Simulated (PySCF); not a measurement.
```xyz
19

B    -1.9547    1.5439   -0.9060
C    -0.9072    0.6278   -0.2093
C    -0.5884   -0.8147   -0.7105
C    -0.0025   -0.9487    0.7010
C    -1.1696   -0.0659    1.1642
C     1.1012    0.1142    0.6555
C     2.3804   -0.2741   -0.0820
F     3.1530   -1.0725    0.7260
O     0.4136    1.1667   -0.0178
H    -1.6662    2.6131   -1.2654
H    -3.0313    1.1194   -1.0571
H    -1.4739   -1.4196   -0.8725
H     0.0843   -0.8796   -1.5624
H     0.2439   -1.9020    1.1572
H    -1.0126    0.5558    2.0430
H    -2.1242   -0.5784    1.2131
H     1.3928    0.4427    1.6634
H     2.1878   -0.8412   -0.9966
H     2.9636    0.6224   -0.3114
```

Geometry: GFN2-xTB.

These are results of PBE0/pcSseg-1, SCF density, gas phase, non-relativistic (PySCF 2.14.0), not measurements.

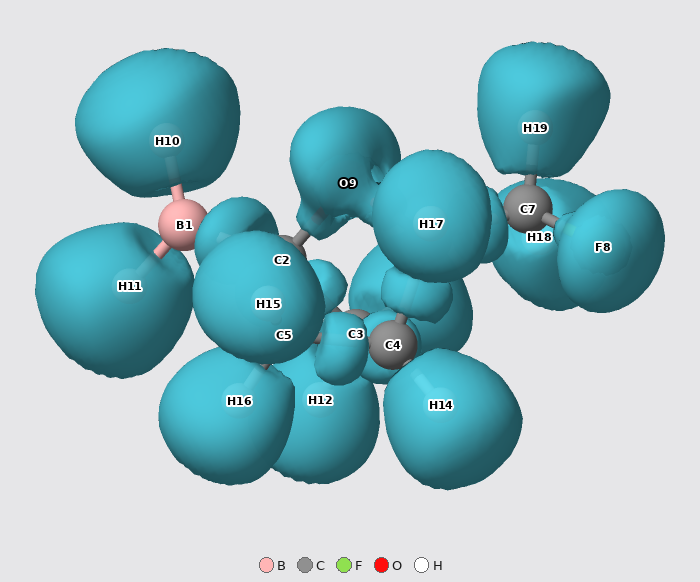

C6H10BFO. Isosurface of the ELF at 0.75 (cyan), seen at a tilt. Only the valence region is drawn (cores and ρ < 0.01 e/Å³ removed).

Question: Describe the localisation domains.

Answer: The ELF exceeds this value in one region between bonded B–C atoms (shared pairs), six regions between bonded C–C atoms (shared pairs), ten regions around hydrogen nuclei, one region on F in which the atom's valence shell and bonds are merged and one region on O in which the atom's valence shell and bonds are merged. Along the contacts the grid gives the following. C–F (1.37 Å): the ELF peaks at about 0.85 between the atoms, as expected for a shared but strongly polarised pair. C–O (1.43 Å): the ELF peaks at about 0.90 between the atoms, as expected for a shared but strongly polarised pair.
